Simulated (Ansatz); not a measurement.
# A computed series for SiO2: response to strain

Take SiO2 in the rutile structure (space group P4_2/mnm, No. 136; a = 4.155 Å, c = 2.661 Å) as the base. Axes: x, y, z lie along a, b, c of the conventional cell.

Strains are applied to the cell and any free atomic positions relax.

Calculations: Kohn–Sham DFT with the LDA functional, run in Ansatz (a program for electronic structure) with PAW and 420 eV plane waves, no SOC.

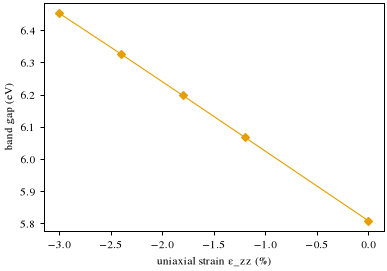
*Band gap against uniaxial strain ε_zz*

```
uniaxial strain ε_zz (%)  band gap
------------------------  --------
-3                         6.45 eV
-2.4                       6.33 eV
-1.8                       6.20 eV
-1.2                       6.07 eV
```

Gaps are read on the SCF mesh and a high-symmetry path. Whether these cells are dynamically stable was not tested.
